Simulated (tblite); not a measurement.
**Run report: C5H12OSSi, geometry relaxation (part 2 of 2)**

C5H12OSSi; GFN2-xTB geometry optimisation, gas phase (tblite 0.8.0). It belongs to a series of runs on one base structure; here: H on C replaced by iPr.

Geometry of the input (Å):
```
C  -1.6777  1.3520  0.1717
C  -1.0345  0.0805  -0.2128
C  -2.0007  -1.0365  0.1383
C  0.3229  -0.1607  0.3763
C  1.3566  0.8358  0.0466
O  2.6033  0.4274  0.4283
Si 2.9723  -1.0251  -0.4426
S  0.9305  -1.7198  -0.3754
H  -1.1596  1.9361  0.9461
H  -2.7285  1.1948  0.5419
H  -1.7448  1.9886  -0.7583
H  -0.9436  0.0561  -1.3208
H  -2.9665  -0.8150  -0.3819
H  -1.6312  -2.0426  -0.1228
H  -2.2186  -0.9892  1.2418
H  0.1977  -0.3752  1.4705
H  1.2739  1.1436  -1.0195
H  1.1453  1.7376  0.6741
H  3.4243  -0.7634  -1.7926
H  3.8738  -1.8144  0.3879
```

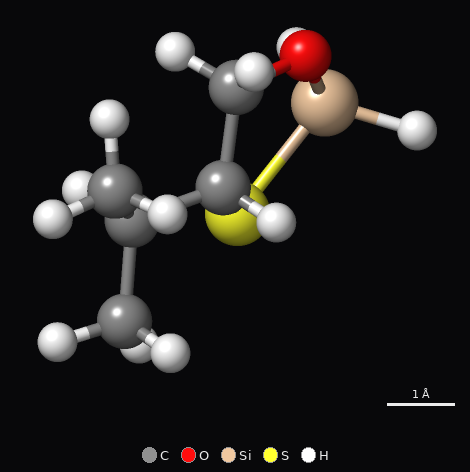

**Figure 1.** The geometry at step 50 of the log (ball-and-stick view, seen at a tilt).

Trajectory as extended XYZ, continued
```
20
Properties=species:S:1:pos:R:3:forces:R:3 step=29 energy=-706.24175
C    -1.6293    1.4072    0.1845   -0.0040   0.0520   0.0250
C    -1.0937    0.0381   -0.2655    0.0870   0.0500   0.0120
C    -2.0521   -1.0723    0.1509    0.0000   0.0460  -0.0080
C     0.2966   -0.2332    0.3092    0.0840   0.0590  -0.0110
C     1.2715    0.9154    0.0273    0.0480  -0.0310  -0.0170
O     2.6066    0.4989    0.1050   -0.0200  -0.0630  -0.0600
Si    2.9854   -0.9974   -0.4101   -0.0250  -0.0490   0.0270
S     0.9882   -1.7744   -0.4324    0.0580   0.0780   0.0180
H    -1.1219    1.7578    1.0794   -0.0630  -0.0730   0.0730
H    -2.6894    1.3319    0.4125   -0.0070   0.0470  -0.0650
H    -1.4974    2.1674   -0.5824    0.0160  -0.0580   0.0010
H    -0.9876    0.0286   -1.3561   -0.1050  -0.0240   0.0100
H    -3.0142   -0.9310   -0.3314   -0.0630  -0.0270  -0.0140
H    -1.6546   -2.0421   -0.1366   -0.0120   0.0070   0.0320
H    -2.1926   -1.0473    1.2291   -0.0150  -0.0690   0.0080
H     0.2414   -0.4232    1.3865   -0.0060   0.0410  -0.0590
H     1.0800    1.3184   -0.9775    0.0140  -0.0220   0.0980
H     1.1383    1.7158    0.7662    0.0530  -0.0810  -0.1250
H     3.4866   -1.0700   -1.7765   -0.0080   0.0850   0.0660
H     3.8328   -1.5780    0.6149   -0.0310   0.0340  -0.0120
20
Properties=species:S:1:pos:R:3:forces:R:3 step=32 energy=-706.25763
C    -1.6285    1.3959    0.2008   -0.0030   0.1160   0.0220
C    -1.0924    0.0357   -0.2602    0.0330   0.0490   0.0160
C    -2.0615   -1.0601    0.1586    0.0260  -0.0650   0.0170
C     0.3063   -0.2354    0.2984    0.0740  -0.0280  -0.0400
C     1.2704    0.9160    0.0015   -0.0130   0.0100  -0.0160
O     2.6127    0.5145    0.0260   -0.1130  -0.0160  -0.0380
Si    3.0027   -1.0056   -0.4096   -0.0480   0.1320   0.0780
S     1.0079   -1.7653   -0.4605   -0.1480  -0.0280   0.0510
H    -1.1856    1.6863    1.1510   -0.0870  -0.0200   0.0220
H    -2.7084    1.3477    0.3321    0.0710   0.0210  -0.0450
H    -1.4147    2.1731   -0.5280    0.0530   0.0430   0.0420
H    -0.9989    0.0300   -1.3506   -0.0940  -0.0180  -0.0380
H    -3.0286   -0.9119   -0.3158    0.0180  -0.0200   0.0070
H    -1.6683   -2.0264   -0.1355   -0.0200  -0.1330   0.0050
H    -2.1917   -1.0435    1.2377   -0.0300  -0.0450   0.0250
H     0.2642   -0.4291    1.3750   -0.0050   0.0250  -0.0490
H     1.0211    1.3381   -0.9811    0.1620  -0.0570  -0.0150
H     1.1472    1.7057    0.7494    0.0870  -0.0190  -0.0050
H     3.5252   -1.1133   -1.7597    0.0550   0.0500   0.0000
H     3.8160   -1.5418    0.6674   -0.0190   0.0030  -0.0380
20
Properties=species:S:1:pos:R:3:forces:R:3 step=35 energy=-706.27084
C    -1.6207    1.4004    0.2174    0.0290  -0.0510  -0.0020
C    -1.0928    0.0378   -0.2572   -0.1340  -0.0900  -0.0280
C    -2.0666   -1.0609    0.1672    0.0270  -0.0560   0.0240
C     0.3178   -0.2400    0.2774   -0.1890   0.0480  -0.0100
C     1.2639    0.9195   -0.0255    0.0050   0.0430  -0.0400
O     2.6047    0.5341   -0.0643    0.0890   0.0220   0.0630
Si    3.0100   -1.0002   -0.4016   -0.0420  -0.0520  -0.0970
S     1.0096   -1.7647   -0.4787    0.0050  -0.0670   0.0030
H    -1.2511    1.6123    1.2236   -0.1330   0.0540  -0.1730
H    -2.7116    1.3774    0.2488    0.1660   0.0490  -0.0190
H    -1.3202    2.1985   -0.4631    0.0330  -0.0480   0.2190
H    -1.0305    0.0265   -1.3520   -0.0290   0.0440   0.0340
H    -3.0414   -0.9098   -0.2978    0.1260  -0.0010   0.0290
H    -1.6846   -2.0330   -0.1338   -0.0140  -0.0150   0.0160
H    -2.1951   -1.0546    1.2480    0.0110  -0.0120  -0.0100
H     0.2853   -0.4326    1.3524   -0.0110   0.0180   0.0380
H     0.9843    1.3596   -0.9866    0.0970   0.0110  -0.1520
H     1.1705    1.6918    0.7408    0.0060   0.0490   0.0670
H     3.5680   -1.1573   -1.7386    0.0110   0.0490   0.1220
H     3.7955   -1.4942    0.7206   -0.0550   0.0050  -0.0830
20
Properties=species:S:1:pos:R:3:forces:R:3 step=38 energy=-706.28988
C    -1.6207    1.3909    0.2270   -0.0480   0.0500  -0.0060
C    -1.1003    0.0322   -0.2520    0.0440   0.0010   0.0040
C    -2.0655   -1.0660    0.1786   -0.0160  -0.0180   0.0120
C     0.3141   -0.2357    0.2685    0.0690   0.0280  -0.0090
C     1.2671    0.9227   -0.0467    0.0050   0.0540  -0.0390
O     2.6116    0.5415   -0.0946   -0.0660  -0.0850   0.0770
Si    3.0040   -1.0029   -0.4029   -0.0150  -0.0180  -0.0290
S     1.0030   -1.7682   -0.4869    0.0530   0.0250   0.0200
H    -1.3244    1.5792    1.2591   -0.0150   0.0040  -0.1030
H    -2.7085    1.3904    0.1887    0.0290   0.0570  -0.0360
H    -1.2630    2.2010   -0.4087    0.0330  -0.0460   0.1740
H    -1.0546    0.0319   -1.3467    0.0060   0.0050  -0.0010
H    -3.0321   -0.8951   -0.2866   -0.0540  -0.0590  -0.0110
H    -1.6974   -2.0403   -0.1280    0.0240  -0.0270   0.0160
H    -2.1986   -1.0594    1.2574    0.0420  -0.0200   0.0340
H     0.2969   -0.4248    1.3464   -0.0280   0.0350  -0.0260
H     0.9916    1.3562   -1.0165    0.0590   0.0080   0.0240
H     1.1910    1.6922    0.7281   -0.0790   0.0320  -0.0640
H     3.6018   -1.1486   -1.7173    0.0090  -0.0020   0.0100
H     3.7789   -1.4867    0.7299   -0.0540  -0.0250  -0.0470
20
Properties=species:S:1:pos:R:3:forces:R:3 step=41 energy=-706.30006
C    -1.6259    1.3816    0.2408   -0.0800   0.1560   0.0760
C    -1.1021    0.0271   -0.2442   -0.0150   0.0600   0.0030
C    -2.0668   -1.0722    0.1944    0.0000   0.0160  -0.0190
C     0.3220   -0.2265    0.2545   -0.0030  -0.0270  -0.0260
C     1.2726    0.9306   -0.0790   -0.0020  -0.0460   0.0440
O     2.6144    0.5433   -0.1274   -0.0530  -0.0800   0.0710
Si    2.9957   -1.0091   -0.4085    0.1080   0.0790   0.0260
S     1.0026   -1.7670   -0.4967   -0.0440   0.0090  -0.0130
H    -1.4272    1.5293    1.3064   -0.0240  -0.0830  -0.1860
H    -2.7081    1.4160    0.0939    0.1780   0.0780  -0.0060
H    -1.1756    2.2080   -0.3134   -0.0680  -0.1210   0.1270
H    -1.0826    0.0377   -1.3399    0.0620  -0.0230   0.0040
H    -3.0317   -0.8855   -0.2712   -0.0470  -0.0990   0.0480
H    -1.7149   -2.0527   -0.1155    0.0510   0.0370   0.0060
H    -2.1953   -1.0692    1.2748    0.0410   0.0030  -0.0110
H     0.3126   -0.4115    1.3335    0.0150   0.0560  -0.0290
H     1.0019    1.3554   -1.0531    0.0000   0.0270   0.0350
H     1.2032    1.6989    0.6971   -0.1040   0.0770  -0.0910
H     3.6529   -1.1440   -1.6898   -0.0080  -0.0430  -0.1000
H     3.7473   -1.4795    0.7403   -0.0060  -0.0740   0.0400
20
Properties=species:S:1:pos:R:3:forces:R:3 step=44 energy=-706.31406
C    -1.6345    1.3835    0.2467    0.0730  -0.0220   0.0000
C    -1.1069    0.0306   -0.2425   -0.0440  -0.0090  -0.0350
C    -2.0689   -1.0734    0.1999    0.0430   0.0030  -0.0060
C     0.3229   -0.2231    0.2453   -0.0970   0.0330   0.0210
C     1.2720    0.9331   -0.0899   -0.0620  -0.0090  -0.0190
O     2.6094    0.5338   -0.1171    0.0380   0.0990   0.0670
Si    3.0066   -1.0100   -0.4128   -0.0310  -0.0120  -0.0020
S     1.0037   -1.7651   -0.5023    0.0020   0.0420  -0.0290
H    -1.4687    1.4989    1.3153   -0.0870  -0.0770   0.0420
H    -2.7037    1.4439    0.0463    0.1050   0.0610   0.0290
H    -1.1368    2.2107   -0.2517   -0.0350   0.0130  -0.0610
H    -1.0808    0.0375   -1.3372   -0.0070   0.0060  -0.0350
H    -3.0434   -0.9051   -0.2567    0.0420  -0.0340   0.0720
H    -1.7110   -2.0522   -0.1083    0.0640   0.0310  -0.0170
H    -2.1828   -1.0739    1.2825    0.0090   0.0260  -0.0280
H     0.3212   -0.3957    1.3247    0.0160  -0.0030   0.0260
H     1.0098    1.3609   -1.0655    0.0270  -0.0670  -0.0350
H     1.1833    1.7197    0.6667   -0.0060  -0.0160  -0.0090
H     3.6726   -1.1491   -1.6958   -0.0680  -0.0110   0.0170
H     3.7307   -1.4944    0.7492    0.0170  -0.0520   0.0030
20
Properties=species:S:1:pos:R:3:forces:R:3 step=47 energy=-706.32455
C    -1.6372    1.3806    0.2521   -0.0310   0.0210   0.0140
C    -1.1152    0.0341   -0.2432    0.0830  -0.0270  -0.0180
C    -2.0609   -1.0757    0.2067   -0.0110  -0.0220   0.0170
C     0.3130   -0.2120    0.2429    0.1330  -0.0180   0.0010
C     1.2706    0.9319   -0.1028    0.0430   0.0700   0.0110
O     2.6115    0.5306   -0.0745   -0.0260  -0.0180   0.0070
Si    3.0074   -1.0090   -0.4143   -0.0990   0.0130   0.0540
S     0.9947   -1.7542   -0.5075    0.0710   0.0360  -0.0410
H    -1.5365    1.4657    1.3306    0.0130  -0.0510   0.0530
H    -2.6885    1.4732    0.0028   -0.1090   0.0170  -0.0230
H    -1.1107    2.2078   -0.2075    0.0800   0.1010  -0.0520
H    -1.0829    0.0407   -1.3378   -0.0530   0.0160  -0.0320
H    -3.0419   -0.9213   -0.2330   -0.0450  -0.0020  -0.0280
H    -1.6964   -2.0507   -0.1015    0.0720  -0.0040  -0.0230
H    -2.1707   -1.0724    1.2878    0.0480   0.0090   0.0530
H     0.3296   -0.3746    1.3245   -0.0410  -0.0270  -0.0060
H     1.0429    1.3394   -1.0954   -0.0070  -0.1120  -0.0490
H     1.1668    1.7407    0.6266   -0.0130  -0.0010   0.0350
H     3.6813   -1.1278   -1.6993   -0.1140   0.0020   0.0680
H     3.7179   -1.5363    0.7400    0.0050  -0.0010  -0.0400
20
Properties=species:S:1:pos:R:3:forces:R:3 step=50 energy=-706.33220
C    -1.6432    1.3834    0.2552   -0.0020  -0.0420  -0.0490
C    -1.1148    0.0362   -0.2442   -0.0410   0.0510   0.0170
C    -2.0557   -1.0794    0.2134    0.0300   0.0190  -0.0030
C     0.3178   -0.2044    0.2402   -0.0400   0.0130  -0.0230
C     1.2771    0.9352   -0.1107    0.0150  -0.0320   0.0140
O     2.6129    0.5256   -0.0393    0.0310   0.0200   0.0200
Si    2.9979   -1.0092   -0.4078    0.0400   0.0200   0.0540
S     0.9938   -1.7452   -0.5144   -0.0510  -0.0240  -0.0350
H    -1.5869    1.4397    1.3394    0.0660   0.0100   0.0120
H    -2.6840    1.4976   -0.0289   -0.0980  -0.0330  -0.0410
H    -1.0923    2.2117   -0.1784    0.0620   0.0480   0.0420
H    -1.0935    0.0445   -1.3406   -0.0150   0.0050   0.0320
H    -3.0441   -0.9353   -0.2196    0.0550  -0.0010  -0.0060
H    -1.6779   -2.0496   -0.0982    0.0140   0.0200   0.0090
H    -2.1578   -1.0734    1.2972    0.0550  -0.0070  -0.0150
H     0.3314   -0.3600    1.3233   -0.0170  -0.0500  -0.0280
H     1.0735    1.3065   -1.1223   -0.0250  -0.0440  -0.0100
H     1.1592    1.7578    0.5995   -0.0190   0.0290   0.0010
H     3.6709   -1.1002   -1.6920   -0.0800  -0.0130  -0.0030
H     3.7106   -1.5709    0.7251    0.0210   0.0110   0.0120
20
Properties=species:S:1:pos:R:3:forces:R:3 step=52 energy=-706.33642
C    -1.6424    1.3878    0.2507    0.0050  -0.0450  -0.0170
C    -1.1154    0.0407   -0.2479   -0.0330   0.0140  -0.0190
C    -2.0503   -1.0791    0.2121    0.0480   0.0260  -0.0010
C     0.3169   -0.2038    0.2388   -0.0850   0.0180  -0.0080
C     1.2762    0.9370   -0.1056   -0.0430  -0.0440  -0.0030
O     2.6116    0.5283   -0.0214    0.0260   0.0400   0.0290
Si    2.9959   -1.0042   -0.3984    0.0170  -0.0150  -0.0080
S     0.9936   -1.7412   -0.5221   -0.0630  -0.0020   0.0000
H    -1.5731    1.4340    1.3345    0.0330   0.0570   0.0290
H    -2.6873    1.5031   -0.0231   -0.0360  -0.0390  -0.0340
H    -1.0912    2.2181   -0.1818    0.0220   0.0090   0.0440
H    -1.0944    0.0456   -1.3435   -0.0090   0.0110   0.0070
H    -3.0422   -0.9463   -0.2173    0.0770   0.0080   0.0040
H    -1.6605   -2.0446   -0.1009   -0.0170   0.0180   0.0190
H    -2.1438   -1.0715    1.2967    0.0290  -0.0200  -0.0220
H     0.3241   -0.3645    1.3213   -0.0010  -0.0500  -0.0270
H     1.0732    1.2923   -1.1244    0.0200   0.0030   0.0360
H     1.1446    1.7638    0.6006    0.0230  -0.0210  -0.0660
H     3.6442   -1.1081   -1.6938   -0.0400   0.0140  -0.0050
H     3.7151   -1.5769    0.7224    0.0280   0.0180   0.0430
20
Properties=species:S:1:pos:R:3:forces:R:3 step=55 energy=-706.33949
C    -1.6435    1.3887    0.2485   -0.0160   0.0370   0.0390
C    -1.1182    0.0448   -0.2514    0.0160  -0.0080  -0.0070
C    -2.0414   -1.0786    0.2124   -0.0100  -0.0130   0.0030
C     0.3102   -0.2008    0.2363    0.0260  -0.0270  -0.0030
C     1.2748    0.9340   -0.1040    0.0090   0.0010  -0.0040
O     2.6117    0.5290   -0.0020   -0.0320  -0.0400   0.0090
Si    2.9921   -1.0027   -0.3919   -0.0310  -0.0220   0.0110
S     0.9854   -1.7376   -0.5255    0.0210  -0.0030  -0.0020
H    -1.5658    1.4371    1.3325   -0.0180   0.0270   0.0150
H    -2.6904    1.5038   -0.0242    0.0270  -0.0170  -0.0070
H    -1.0868    2.2193   -0.1775   -0.0200   0.0040  -0.0040
H    -1.1011    0.0487   -1.3458    0.0050   0.0140  -0.0330
H    -3.0320   -0.9519   -0.2161   -0.0140   0.0090  -0.0060
H    -1.6490   -2.0421   -0.1001    0.0080  -0.0120  -0.0040
H    -2.1317   -1.0740    1.2961    0.0160  -0.0010   0.0170
H     0.3163   -0.3694    1.3169   -0.0080  -0.0220   0.0000
H     1.0823    1.2812   -1.1264    0.0160   0.0160   0.0020
H     1.1390    1.7663    0.5925    0.0060   0.0130  -0.0290
H     3.6231   -1.1042   -1.6946   -0.0080   0.0160  -0.0260
H     3.7199   -1.5809    0.7212    0.0080   0.0270   0.0280
20
Properties=species:S:1:pos:R:3:forces:R:3 step=58 energy=-706.34066
C    -1.6482    1.3905    0.2505    0.0280  -0.0170  -0.0070
C    -1.1184    0.0467   -0.2517   -0.0010   0.0050   0.0130
C    -2.0389   -1.0792    0.2142    0.0000  -0.0020  -0.0070
C     0.3102   -0.2002    0.2355   -0.0010   0.0060  -0.0050
C     1.2781    0.9312   -0.1056    0.0020   0.0030  -0.0020
O     2.6109    0.5214    0.0148    0.0010  -0.0230   0.0130
Si    2.9889   -1.0070   -0.3885    0.0200  -0.0160  -0.0070
S     0.9831   -1.7377   -0.5260    0.0020  -0.0220  -0.0110
H    -1.5783    1.4417    1.3345   -0.0200  -0.0040   0.0230
H    -2.6915    1.5033   -0.0330   -0.0030  -0.0080   0.0030
H    -1.0893    2.2211   -0.1701   -0.0020   0.0270  -0.0250
H    -1.1025    0.0521   -1.3478    0.0030   0.0150   0.0240
H    -3.0300   -0.9537   -0.2143   -0.0090   0.0010   0.0130
H    -1.6446   -2.0422   -0.0984    0.0010  -0.0020  -0.0070
H    -2.1256   -1.0754    1.2989    0.0060   0.0070  -0.0110
H     0.3160   -0.3707    1.3160   -0.0040  -0.0060  -0.0040
H     1.0974    1.2712   -1.1321    0.0040   0.0010  -0.0200
H     1.1411    1.7732    0.5776   -0.0150   0.0110   0.0130
H     3.6146   -1.0855   -1.6968   -0.0090  -0.0050  -0.0060
H     3.7220   -1.5902    0.7192   -0.0020   0.0290   0.0100
20
Properties=species:S:1:pos:R:3:forces:R:3 step=61 energy=-706.34123
C    -1.6456    1.3916    0.2510   -0.0060  -0.0020  -0.0050
C    -1.1173    0.0476   -0.2517    0.0030   0.0010   0.0020
C    -2.0379   -1.0791    0.2124    0.0030   0.0090  -0.0010
C     0.3101   -0.2019    0.2351    0.0000  -0.0040  -0.0040
C     1.2776    0.9306   -0.1040    0.0000  -0.0080  -0.0010
O     2.6090    0.5176    0.0190    0.0100   0.0080   0.0080
Si    2.9892   -1.0095   -0.3877    0.0000   0.0040  -0.0110
S     0.9835   -1.7402   -0.5279   -0.0090  -0.0010   0.0020
H    -1.5732    1.4468    1.3354   -0.0010  -0.0030  -0.0100
H    -2.6912    1.4983   -0.0274   -0.0070   0.0000   0.0040
H    -1.0949    2.2245   -0.1782   -0.0020  -0.0050   0.0040
H    -1.1009    0.0553   -1.3474   -0.0010   0.0110   0.0110
H    -3.0298   -0.9531   -0.2141   -0.0020  -0.0040   0.0100
H    -1.6425   -2.0418   -0.1005   -0.0090   0.0090  -0.0070
H    -2.1222   -1.0742    1.2971   -0.0030  -0.0040  -0.0030
H     0.3132   -0.3763    1.3151    0.0100   0.0070  -0.0070
H     1.0974    1.2714   -1.1312    0.0150  -0.0110   0.0000
H     1.1385    1.7736    0.5790   -0.0030  -0.0160   0.0020
H     3.6068   -1.0876   -1.7001    0.0020  -0.0060   0.0030
H     3.7251   -1.5829    0.7229    0.0020   0.0160   0.0030
20
Properties=species:S:1:pos:R:3:forces:R:3 step=64 energy=-706.34143
C    -1.6458    1.3915    0.2509   -0.0140   0.0140   0.0090
C    -1.1168    0.0481   -0.2510   -0.0080   0.0030  -0.0040
C    -2.0373   -1.0782    0.2121   -0.0110  -0.0060   0.0050
C     0.3103   -0.2026    0.2342    0.0040  -0.0010   0.0020
C     1.2781    0.9292   -0.1042    0.0100   0.0000  -0.0010
O     2.6098    0.5171    0.0214   -0.0050  -0.0040  -0.0010
Si    2.9888   -1.0096   -0.3887   -0.0090   0.0030   0.0130
S     0.9822   -1.7412   -0.5282    0.0140   0.0030  -0.0020
H    -1.5739    1.4474    1.3353    0.0040   0.0000  -0.0060
H    -2.6920    1.4968   -0.0267    0.0030   0.0020   0.0000
H    -1.0956    2.2247   -0.1789   -0.0070  -0.0070   0.0070
H    -1.1011    0.0580   -1.3458    0.0010   0.0010  -0.0200
H    -3.0300   -0.9528   -0.2124   -0.0070   0.0060   0.0000
H    -1.6437   -2.0410   -0.1019    0.0010   0.0010  -0.0090
H    -2.1215   -1.0746    1.2965    0.0020  -0.0030   0.0110
H     0.3140   -0.3765    1.3139    0.0100   0.0020   0.0080
H     1.1005    1.2696   -1.1319    0.0080  -0.0070  -0.0010
H     1.1371    1.7714    0.5790   -0.0020  -0.0060  -0.0010
H     3.6061   -1.0887   -1.7006    0.0050  -0.0050  -0.0080
H     3.7255   -1.5779    0.7240    0.0020   0.0070  -0.0010
20
Properties=species:S:1:pos:R:3:forces:R:3 step=67 energy=-706.34156
C    -1.6478    1.3922    0.2514    0.0040  -0.0070  -0.0010
C    -1.1173    0.0489   -0.2509   -0.0020  -0.0010  -0.0030
C    -2.0379   -1.0779    0.2126    0.0000   0.0000  -0.0020
C     0.3107   -0.2028    0.2337   -0.0050   0.0040   0.0010
C     1.2795    0.9280   -0.1051   -0.0040   0.0000  -0.0010
O     2.6103    0.5158    0.0247    0.0000  -0.0010   0.0000
Si    2.9888   -1.0101   -0.3884    0.0090   0.0000   0.0000
S     0.9828   -1.7416   -0.5289    0.0000   0.0030  -0.0010
H    -1.5776    1.4466    1.3357    0.0000   0.0010   0.0040
H    -2.6932    1.4971   -0.0288    0.0010   0.0030   0.0020
H    -1.0964    2.2253   -0.1764   -0.0050   0.0000   0.0030
H    -1.1008    0.0602   -1.3462   -0.0040  -0.0050  -0.0030
H    -3.0315   -0.9528   -0.2101   -0.0010   0.0100   0.0000
H    -1.6441   -2.0399   -0.1037   -0.0020  -0.0010  -0.0040
H    -2.1203   -1.0753    1.2974    0.0040  -0.0050   0.0000
H     0.3166   -0.3760    1.3136    0.0000   0.0000   0.0020
H     1.1050    1.2659   -1.1339    0.0010   0.0000  -0.0040
H     1.1363    1.7708    0.5767    0.0000   0.0040  -0.0010
H     3.6057   -1.0876   -1.7013   -0.0010  -0.0060   0.0060
H     3.7260   -1.5762    0.7247    0.0060   0.0010   0.0000
```

Summary

- outcome: converged
- total energy: −706.3416 eV
- hardware: 1 CPU thread, shared host
- wall time: 1.1 s
- peak memory: 0.18 GiB
